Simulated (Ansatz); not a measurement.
# Dielectric function and optical constants of CrSF (model structure)

What colour and refractive index does CrSF (model structure) have at this level of theory? The cell was made here by substitution or stacking, whether or not such a phase is known. It was built so: All Cl replaced by F and O replaced by S in the Pmmn structure of CrClO.

Calculated with Ansatz 0.2.0; DFT, PBE+U, plane-wave PAW, default files, scalar-relativistic, independent-particle optical response without local fields.

### Step 1. Set-up

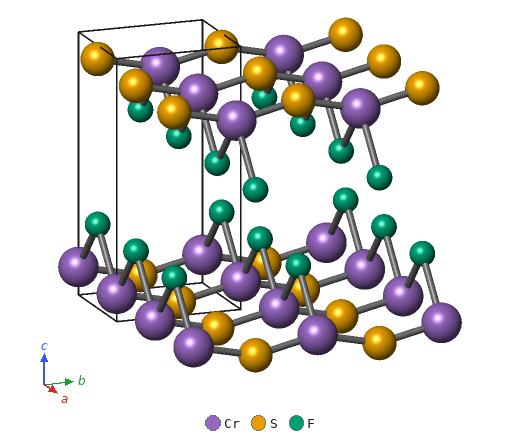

The starting structure, seen slightly off an axis (chromium purple, sulfur orange, fluorine teal). 3×2×1 cells are drawn. Some periodic images of atoms are drawn too.

Structure file:

```cif
data_structure
_symmetry_space_group_name_H-M 'P 1'
_symmetry_Int_Tables_number 1
_cell_length_a 3.1340
_cell_length_b 3.7985
_cell_length_c 7.8126
_cell_angle_alpha 90.000
_cell_angle_beta 90.000
_cell_angle_gamma 90.000
_cell_volume 93.00
loop_
_atom_site_label
_atom_site_type_symbol
_atom_site_fract_x
_atom_site_fract_y
_atom_site_fract_z
_atom_site_occupancy
Cr1 Cr 0.50000 0.50000 0.89396 1
Cr2 Cr 0.00000 0.00000 0.10604 1
S3 S 0.00000 0.50000 0.05218 1
S4 S 0.50000 0.00000 0.94782 1
F5 F 0.50000 0.00000 0.31858 1
F6 F 0.00000 0.50000 0.68142 1
```

### Step 2. Relaxation

Spectra hang on bond lengths, so the cell is first brought to its minimum.

This step: DFT, PBE+U, plane-wave PAW, default files, scalar-relativistic, relaxation (Ansatz 0.2.0).

The input, input.yaml:

```yaml
crystal:
  lattice:
    - [3.13396354, 0.0, 0.0]
    - [0.0, 3.79854938, 0.0]
    - [0.0, 0.0, 7.81258003]
  atoms:
    - { symbol: Cr, position: [0.5, 0.5, 0.89395968], spin: 3.0 }
    - { symbol: Cr, position: [0.0, 0.0, 0.10604032], spin: 3.0 }
    - { symbol: S, position: [0.0, 0.5, 0.0521821] }
    - { symbol: S, position: [0.5, 0.0, 0.9478179] }
    - { symbol: F, position: [0.5, 0.0, 0.31857806] }
    - { symbol: F, position: [0.0, 0.5, 0.68142194] }
magnetization:
  spin_polarized: true
kpoints:
  mp_grid: { grid: [7, 6, 3] }
scf:
  occupations: { method: fermi_dirac, width: 0.05 }
hamiltonian:
  xc: pbe
  pseudopotentials: { kind: paw }
  hubbard: [{ species: Cr, l: d, u_eff: 3.7 }]
output:
  forces: true
  stress: true
relax:
  f_tol: 0.02
  max_steps: 50
  cell: {}
```

The run is started by

```sh
$ ansatz run input.yaml --threads 2 --pin off --max-ram 5120MiB --backend cpu --events-out ev --progress --plain --runs-dir out
```

Numbers of over 12 decimals in the logs are rounded to 6 here.

The log of the run:

```text
Cr: projections on atomic orbitals take those of the free atom [Ne] 3s2 3p6 3d5 4s1, of charge +0.00 (hamiltonian.pseudopotentials.projection_atoms); the dataset's partial waves leave at most 7.0e-7 of an orbital's norm unspanned inside its sphere
S: projections on atomic orbitals take those of the free atom [Ne] 3s2 3p4, of charge +0.00 (hamiltonian.pseudopotentials.projection_atoms); the dataset's partial waves leave at most 1.6e-7 of an orbital's norm unspanned inside its sphere
F: projections on atomic orbitals take those of the free atom [He] 2s2 2p5, of charge +0.00 (hamiltonian.pseudopotentials.projection_atoms); the dataset's partial waves leave at most 1.6e-8 of an orbital's norm unspanned inside its sphere
Engine: ansatz 0.2.0, aarch64-unknown-linux-gnu
Pseudopotentials: kind: paw
Pseudopotential: Cr, paw, valence charge 14, recommended cutoff 420 eV (normal), Cr.paw.azcp
Pseudopotential: S, paw, valence charge 6, recommended cutoff 420 eV (normal), S.paw.azcp
Pseudopotential: F, paw, valence charge 7, recommended cutoff 420 eV (normal), F.paw.azcp
Functional definition: PBE
  parameter kappa = 0.804
  parameter beta = 0.066725
  exchange = pbe_x(kappa = kappa, mu = beta*pi^2/3)
  correlation = pbe_c(beta = beta)
Crystal: 6 atoms, lattice volume = 93.005 Å³
Basis set: ecut = 420 eV, 1813 PW (Γ), exchange–correlation on 48×54×108 points (8 copies of the dense FFT grid, shifted against one another)
Bands: 36, of which v1, the nominal top of the filled ones, is band 27 counted from 1 (26 counted from 0)
Symmetry: 8 space group operations
Space group: Pmmn (ITA 59), of the structure as read, at distance tolerance 4.5e-5 Å
Magnetic group: BNS 59.405 (UNI 503), of the structure as read, at distance tolerance 4.5e-5 Å
k-points: 32 of 126
Non-local potential: Cr, projectors of the file, l = 0: 3, l = 1: 2, l = 2: 3, l = 3: 1
Non-local potential: S, projectors of the file, l = 0: 2, l = 1: 2, l = 2: 2
Non-local potential: F, projectors of the file, l = 0: 2, l = 1: 2, l = 2: 1
PAW form: soft (Blöchl's): semilocal exchange-correlation on the pseudo side does not see the compensation charge
PAW one-centre angular grid: Cr, 590 points (default); XC on 64 Gauss nodes
PAW one-centre angular grid: S, 110 points (default); XC on 64 Gauss nodes
PAW one-centre angular grid: F, 110 points (default); XC on 64 Gauss nodes
Initial density: superposition of atomic densities (chi_scale 0.1, normalization cell, long waves kept whole (reshape's long-wave potential 3.61 eV rms))
Starting moments: Σ|m| = 6 μB on 2 of 6 sites
Initial wavefunctions: pseudopotential atomic-orbital guess
Functional: x = pbe(κ = 0.804, μ = 0.219515), c = pbe(β = 0.066725)
SCF iter   1: F=—  HF=-10262.045445 eV  |F-HF|=—  |Δ(HF+E_count)|=         —  Δρ=4.36e-1 (↑3.61e-1 ↓4.36e-1)  dr2=1.22e3  dr2_m=4.03e0  M=2.000 μB ∫|m|=2.208 μB  β_m=0.30  ethr=3.10e-3  ⟨swp⟩=12.5  Hψ=15589  notcnv=0
preconditioner: auto → none  [metal: Δε(μ)=0.032 eV  Ē_g=13.390 eV  σ=0.050 eV  W_gap=0.16  n_scr=22 (ndim 8)  ℏωp=23.7 eV  f_vac=0.242  D(μ)=3.65/eV (n_scr^D=30)  sad-step TF]
SCF iter   2: F=—  HF=-10182.838181 eV  |F-HF|=—  |Δ(HF+E_count)|=    7.92e1  Δρ=1.76e-1 (↑1.76e-1 ↓1.62e-1)  dr2=7.88e1  dr2_m=2.76e-1  M=5.003 μB ∫|m|=5.032 μB  β_m=0.30  ethr=3.10e-3  ⟨swp⟩=5.5  Hψ=8715  notcnv=0  defer=124
SCF iter   3: F=—  HF=-10166.768895 eV  |F-HF|=—  |Δ(HF+E_count)|=    1.61e1  Δρ=8.88e-2 (↑7.71e-2 ↓8.88e-2)  dr2=1.83e1  dr2_m=8.96e-1  M=5.696 μB ∫|m|=5.886 μB  β_m=1.00  ethr=3.10e-3  ⟨swp⟩=5.7  Hψ=7306  notcnv=0  defer=124
SCF iter   4: F=—  HF=-10164.688582 eV  |F-HF|=—  |Δ(HF+E_count)|=    2.08e0  Δρ=4.47e-2 (↑4.18e-2 ↓4.47e-2)  dr2=8.65e0  dr2_m=2.22e-2  M=5.979 μB ∫|m|=6.206 μB  β_m=1.00  ethr=3.10e-3  ⟨swp⟩=5.0  Hψ=5671  notcnv=0  defer=110
SCF iter   5: F=—  HF=-10163.998234 eV  |F-HF|=—  |Δ(HF+E_count)|=   6.90e-1  Δρ=2.56e-2 (↑2.09e-2 ↓2.56e-2)  dr2=3.86e0  dr2_m=1.35e-2  M=5.989 μB ∫|m|=6.265 μB  β_m=0.30  ethr=3.10e-3  ⟨swp⟩=3.3  Hψ=4441  notcnv=0  defer=111
Mixer restart at iter 5: flushing history
spin-set hold released at iteration 5 (site moments contracting): the magnetisation degrees of freedom join the quasi-Newton model from the next iteration; the mixer history was flushed
SCF iter   6: F=—  HF=-10163.499082 eV  |F-HF|=—  |Δ(HF+E_count)|=   4.99e-1  Δρ=2.49e-2 (↑2.49e-2 ↓1.93e-2)  dr2=1.07e0  dr2_m=4.81e-2  M=5.932 μB ∫|m|=6.284 μB  β_m=0.27  ethr=3.10e-3  ⟨swp⟩=5.2  Hψ=5266  notcnv=0  defer=112
SCF iter   7: F=—  HF=-10163.441765 eV  |F-HF|=—  |Δ(HF+E_count)|=   5.73e-2  Δρ=9.64e-3 (↑7.67e-3 ↓9.64e-3)  dr2=1.92e-1  dr2_m=2.13e-2  M=5.975 μB ∫|m|=6.294 μB  β_m=0.45  ethr=1.97e-3  ⟨swp⟩=2.8  Hψ=3950  notcnv=0  defer=97
SCF iter   8: F=—  HF=-10163.618232 eV  |F-HF|=—  |Δ(HF+E_count)|=   1.76e-1  Δρ=6.77e-3 (↑6.77e-3 ↓4.72e-3)  dr2=9.40e-2  dr2_m=4.97e-3  M=5.975 μB ∫|m|=6.314 μB  β_m=0.44  ethr=3.56e-4  ⟨swp⟩=3.8  Hψ=4129  notcnv=0  defer=99
SCF iter   9: F=—  HF=-10163.622395 eV  |F-HF|=—  |Δ(HF+E_count)|=   4.16e-3  Δρ=2.02e-3 (↑2.02e-3 ↓1.79e-3)  dr2=1.79e-2  dr2_m=4.39e-4  M=5.976 μB ∫|m|=6.308 μB  β_m=0.49  ethr=1.74e-4  ⟨swp⟩=2.5  Hψ=3719  notcnv=0  defer=110
Mixer restart at iter 9: flushing history
SCF iter  10: F=—  HF=-10163.398382 eV  |F-HF|=—  |Δ(HF+E_count)|=         —  Δρ=1.52e-3 (↑1.17e-3 ↓1.52e-3)  dr2=1.69e-3  dr2_m=1.05e-3  M=5.983 μB ∫|m|=6.268 μB  β_m=1.00  ethr=3.32e-5  ⟨swp⟩=2.8  Hψ=3905  notcnv=0  defer=108
Mixer restart at iter 10: flushing history
SCF iter  11: F=—  HF=-10163.624430 eV  |F-HF|=—  |Δ(HF+E_count)|=   2.26e-1  Δρ=1.99e-3 (↑1.97e-3 ↓1.99e-3)  dr2=1.65e-2  dr2_m=1.24e-4  M=5.976 μB ∫|m|=6.276 μB  β_m=0.49  ethr=9.26e-5  ⟨swp⟩=2.7  Hψ=3853  notcnv=0  defer=107
SCF iter  12: F=—  HF=-10163.627261 eV  |F-HF|=—  |Δ(HF+E_count)|=   2.83e-3  Δρ=2.65e-3 (↑2.65e-3 ↓2.61e-3)  dr2=3.13e-2  dr2_m=2.11e-4  M=5.981 μB ∫|m|=6.282 μB  β_m=0.32  ethr=3.05e-5  ⟨swp⟩=2.7  Hψ=4144  notcnv=0  defer=111
SCF iter  13: F=—  HF=-10163.621613 eV  |F-HF|=—  |Δ(HF+E_count)|=   5.65e-3  Δρ=6.70e-4 (↑6.70e-4 ↓5.29e-4)  dr2=9.89e-4  dr2_m=1.07e-4  M=5.979 μB ∫|m|=6.282 μB  β_m=0.37  ethr=3.05e-5  ⟨swp⟩=2.1  Hψ=3453  notcnv=0  defer=109
SCF iter  14: F=—  HF=-10163.621504 eV  |F-HF|=—  |Δ(HF+E_count)|=   1.09e-4  Δρ=3.75e-4 (↑7.67e-5 ↓3.75e-4)  dr2=8.96e-5  dr2_m=3.67e-5  M=5.979 μB ∫|m|=6.282 μB  β_m=0.46  ethr=1.83e-6  ⟨swp⟩=2.2  Hψ=3273  notcnv=0  defer=109
[...]
SCF iter   6: F=—  HF=-10175.266339 eV  |F-HF|=—  |Δ(HF+E_count)|=   2.46e-1  Δρ=1.26e-2 (↑1.07e-2 ↓1.26e-2)  dr2=6.36e-1  dr2_m=1.26e-2  M=6.044 μB ∫|m|=7.536 μB  β_m=1.00  ethr=3.10e-3  ⟨swp⟩=2.5  Hψ=4111  notcnv=0  defer=97
SCF iter   7: F=—  HF=-10175.339805 eV  |F-HF|=—  |Δ(HF+E_count)|=   7.35e-2  Δρ=5.98e-3 (↑5.98e-3 ↓5.11e-3)  dr2=1.33e-1  dr2_m=1.88e-3  M=6.032 μB ∫|m|=7.524 μB  β_m=1.00  ethr=1.18e-3  ⟨swp⟩=2.7  Hψ=3483  notcnv=0  defer=97
SCF iter   8: F=—  HF=-10175.452603 eV  |F-HF|=—  |Δ(HF+E_count)|=   1.13e-1  Δρ=7.28e-3 (↑7.28e-3 ↓4.06e-3)  dr2=1.45e-1  dr2_m=3.22e-3  M=6.045 μB ∫|m|=7.567 μB  β_m=1.00  ethr=2.47e-4  ⟨swp⟩=2.1  Hψ=4478  notcnv=0  defer=95
SCF iter   9: F=—  HF=-10175.480705 eV  |F-HF|=—  |Δ(HF+E_count)|=   2.81e-2  Δρ=4.31e-3 (↑4.31e-3 ↓2.22e-3)  dr2=3.01e-2  dr2_m=4.21e-3  M=6.008 μB ∫|m|=7.456 μB  β_m=0.30  ethr=2.47e-4  ⟨swp⟩=2.9  Hψ=4014  notcnv=0  defer=95
SCF iter  10: F=—  HF=-10175.503275 eV  |F-HF|=—  |Δ(HF+E_count)|=   2.26e-2  Δρ=3.32e-3 (↑3.32e-3 ↓1.69e-3)  dr2=1.67e-2  dr2_m=2.70e-3  M=6.007 μB ∫|m|=7.434 μB  β_m=0.30  ethr=5.58e-5  ⟨swp⟩=2.0  Hψ=2628  notcnv=0  defer=95
SCF iter  11: F=—  HF=-10175.531048 eV  |F-HF|=—  |Δ(HF+E_count)|=   2.78e-2  Δρ=3.44e-3 (↑3.44e-3 ↓2.78e-3)  dr2=4.01e-2  dr2_m=3.41e-4  M=6.020 μB ∫|m|=7.474 μB  β_m=1.00  ethr=3.10e-5  ⟨swp⟩=2.2  Hψ=4319  notcnv=0  defer=95
SCF iter  12: F=—  HF=-10175.530136 eV  |F-HF|=—  |Δ(HF+E_count)|=   9.12e-4  Δρ=1.37e-3 (↑1.37e-3 ↓8.36e-4)  dr2=8.33e-4  dr2_m=1.05e-3  M=6.007 μB ∫|m|=7.409 μB  β_m=0.30  ethr=3.10e-5  ⟨swp⟩=2.2  Hψ=4499  notcnv=0  defer=94
SCF iter  13: F=—  HF=-10175.535040 eV  |F-HF|=—  |Δ(HF+E_count)|=   4.90e-3  Δρ=1.39e-3 (↑1.39e-3 ↓6.71e-4)  dr2=8.48e-4  dr2_m=9.85e-4  M=6.006 μB ∫|m|=7.391 μB  β_m=0.30  ethr=1.54e-6  ⟨swp⟩=2.4  Hψ=3530  notcnv=0  defer=94
SCF iter  14: F=—  HF=-10175.537843 eV  |F-HF|=—  |Δ(HF+E_count)|=   2.80e-3  Δρ=1.09e-3 (↑1.09e-3 ↓6.57e-4)  dr2=3.43e-4  dr2_m=7.16e-4  M=6.005 μB ∫|m|=7.378 μB  β_m=0.30  ethr=1.54e-6  ⟨swp⟩=2.2  Hψ=2986  notcnv=0  defer=94
SCF iter  15: F=—  HF=-10175.539436 eV  |F-HF|=—  |Δ(HF+E_count)|=   1.59e-3  Δρ=6.92e-4 (↑6.44e-4 ↓6.92e-4)  dr2=1.00e-5  dr2_m=4.20e-4  M=6.005 μB ∫|m|=7.370 μB  β_m=0.30  ethr=6.36e-7  ⟨swp⟩=2.0  Hψ=3815  notcnv=0  defer=94
Mixer restart at iter 15: flushing history
spin-set hold released at iteration 15 (site moments' squared step at or under half its running peak, from the soft ceiling on): the magnetisation degrees of freedom join the quasi-Newton model from the next iteration; the mixer history was flushed
SCF iter  16: F=—  HF=-10175.540451 eV  |F-HF|=—  |Δ(HF+E_count)|=   1.01e-3  Δρ=8.13e-4 (↑8.13e-4 ↓5.32e-4)  dr2=1.31e-4  dr2_m=4.28e-4  M=6.004 μB ∫|m|=7.358 μB  β_m=0.65  ethr=1.86e-8  ⟨swp⟩=2.1  Hψ=3973  notcnv=0  defer=94
SCF iter  17: F=—  HF=-10175.541833 eV  |F-HF|=—  |Δ(HF+E_count)|=   1.38e-3  Δρ=6.06e-4 (↑6.06e-4 ↓3.81e-4)  dr2=1.26e-4  dr2_m=2.26e-4  M=6.003 μB ∫|m|=7.335 μB  β_m=0.82  ethr=1.86e-8  ⟨swp⟩=3.0  Hψ=4528  notcnv=0  defer=94
SCF iter  18: F=—  HF=-10175.542427 eV  |F-HF|=—  |Δ(HF+E_count)|=   5.94e-4  Δρ=4.34e-4 (↑4.34e-4 ↓1.41e-4)  dr2=1.22e-4  dr2_m=7.01e-5  M=6.003 μB ∫|m|=7.310 μB  β_m=0.84  ethr=1.86e-8  ⟨swp⟩=3.1  Hψ=4709  notcnv=0  defer=94
SCF iter  19: F=—  HF=-10175.542530 eV  |F-HF|=—  |Δ(HF+E_count)|=   1.04e-4  Δρ=8.89e-5 (↑6.14e-5 ↓8.89e-5)  dr2=1.03e-5  dr2_m=2.84e-6  M=6.003 μB ∫|m|=7.298 μB  β_m=0.85  ethr=1.86e-8  ⟨swp⟩=3.1  Hψ=4671  notcnv=0  defer=94
SCF iter  20: F=—  HF=-10175.542536 eV  |F-HF|=—  |Δ(HF+E_count)|=   5.79e-6  Δρ=3.24e-5 (↑3.24e-5 ↓3.05e-5)  dr2=2.41e-6  dr2_m=4.10e-8  M=6.003 μB ∫|m|=7.294 μB  β_m=0.77  ethr=1.86e-8  ⟨swp⟩=2.0  Hψ=3462  notcnv=0  defer=94
SCF iter  21: F=—  HF=-10175.542536 eV  |F-HF|=—  |Δ(HF+E_count)|=   2.23e-7  Δρ=9.49e-6 (↑9.49e-6 ↓5.03e-6)  dr2=4.43e-7  dr2_m=1.78e-8  M=6.003 μB ∫|m|=7.293 μB  β_m=0.88  ethr=4.46e-9  ⟨swp⟩=2.0  Hψ=3276  notcnv=0  defer=94
SCF iter  22: F=—  HF=-10175.542536 eV  |F-HF|=—  |Δ(HF+E_count)|=   2.69e-8  Δρ=4.07e-6 (↑4.07e-6 ↓2.95e-6)  dr2=1.78e-7  dr2_m=1.18e-9  M=6.003 μB ∫|m|=7.293 μB  β_m=0.94  ethr=8.19e-10  ⟨swp⟩=1.5  Hψ=2421  notcnv=0  defer=94
SCF iter  23: F=-10175.542536 eV  HF=-10175.542536 eV  |F-HF|=2.17e-8  |Δ(HF+E_count)|=   8.27e-9  Δρ=2.74e-6 (↑2.74e-6 ↓1.51e-6)  dr2=3.27e-8  dr2_m=6.11e-10  M=6.003 μB ∫|m|=7.293 μB  ethr=1.85e-10  ⟨swp⟩=2.2  Hψ=4314  notcnv=0
SCF 1 converged in 23 iterations: F = -10175.542536 eV  dr2 = 3.27e-8
a single-point calculation of the run's input, under the relaxation's own `scf.mixing.negative_modes` where the relaxation goes by `scf.lower_state_search: light` itself or types `scf.max_iter`, was made at the relaxed geometry, from the atoms, in 23 SCF iterations in all. It converged +0.0 meV from the relaxation's final energy, with moments (2.66, 2.66, -0.24, -0.24, 0.01, 0.01 Bohr magnetons, atom by atom), which does not count as lower, and the relaxation's result stands. No further magnetic order was relaxed to its end, and one can end lower (see `relax.adjacent_minimum`).
SCF converged after 7 iterations
Magnetization: 6.0027 μB (30.0013 up, 23.9987 down)
Absolute magnetization: 7.2967 μB (∫|ρ↑−ρ↓|, with the PAW one-centre terms)
Spin contamination: 0.2619 ħ² per cell (⟨S²⟩ above its minimum at these occupations)
Per-site moments (μB) at R_I (Å): [(2.661337, 0.835721), (2.661337, 0.835721), (-0.239162, 0.984980), (-0.239162, 0.984980), (0.00721044, 0.835721), (0.00721044, 0.835721)]
Free energy (F): -10175.542536 eV
Harris-Foulkes:  -10175.542536 eV  (|F-HF|=6.73e-11)
Internal energy: -10175.541875 eV  (E = F + TS)
E sigma→0 (E₀):  -10175.542205 eV
Entropy (-TS):   -0.000661 eV (-0.110 meV/atom)
Fermi energy:    5.852234 eV
--- Per-component energies (eV) ---
  E_band       = -731.409525
  E_kinetic    = 1303.684259
  E_local      = -6203.762140  (includes V_loc(G=0)·N_el)
  E_nonlocal   = 365.934080
  E_hartree    = 2581.904106
  E_xc         = -629.490415
  E_vxc        = -730.542086  (∫ρ·V_xc dr)
  E_hubbard    = 3.860333  (on-site DFT+U / exact-exchange correction)
  E_vhub       = -8.797021  (the Hubbard potential's part of the band-sum identity)
  E_paw        = -3993.925489  (= ΣΔE_a)
  E_vpaw       = -621.739824  (= ΣTr[D̂ρ^β])
  E_aug_tail   = 0.004790  (compensation charges beyond the density's cutoff)
  E_ewald      = -3603.751398
  E_smearing   = -0.000661  (= −TS)
  E_closure    = -0.000000  (closes the sum)
  Σ components = -10175.542536   (vs F -10175.542536, Δ=0.00e0)
--- Forces (eV/Å), atoms counted from 1 ---
  atom   1  Cr     0.00000000     0.00000000     0.00140072
  atom   2  Cr     0.00000000     0.00000000    -0.00140072
  atom   3  S      0.00000000     0.00000000    -0.00036983
  atom   4  S      0.00000000     0.00000000     0.00036983
  atom   5  F      0.00000000     0.00000000     0.00047226
  atom   6  F      0.00000000     0.00000000    -0.00047226
  max |Σ_I F_I| component: 5.42e-20 eV/Å
--- Stress (GPa, compression-positive) ---
       -0.017032       0.000000       0.000000
        0.000000       0.022623       0.000000
        0.000000       0.000000       0.025300
  P = ⅓ Tr σ = 0.0103 GPa (0.103 kbar)
--- Relaxed structure (18 steps of the walk, 18 accepted, 3 SCFs on fresh bases) ---
  F+E_penalty+E_count = -10175.54253602 eV   max|allowed force component| = 1.401e-3 eV/Å   (the final SCF, on the basis selected at the relaxed cell)
  cell:  # Å, volume = 103.5134 Å³
    - [3.274499, 0.0, 0.0]
    - [0.0, 4.848151, 0.0]
    - [0.0, 0.0, 6.520417]
  atoms:
    - { symbol: Cr, position: [0.5, 0.5, 0.836062] }
    - { symbol: Cr, position: [0, 0, 0.163938] }
    - { symbol: S, position: [0, 0.5, 0.102632] }
    - { symbol: S, position: [0.5, 0, 0.897368] }
    - { symbol: F, position: [0.5, 0, 0.346953] }
    - { symbol: F, position: [0, 0.5, 0.653047] }
```

It took 2.4 min on 2 threads of Arm Neoverse V2, shared host; peak memory 0.58 GiB.

[end of part 1 of 3]

[Logs are printed without paths, hosts, clocks, repeated set-up lines and the standing remarks that a program may print on its own settings, such as how far it seeks lower states.]

[Hosts, paths, dates, database ids (printed as entryN), source tags and the programs' standing remarks are cut or masked in the printed files.]
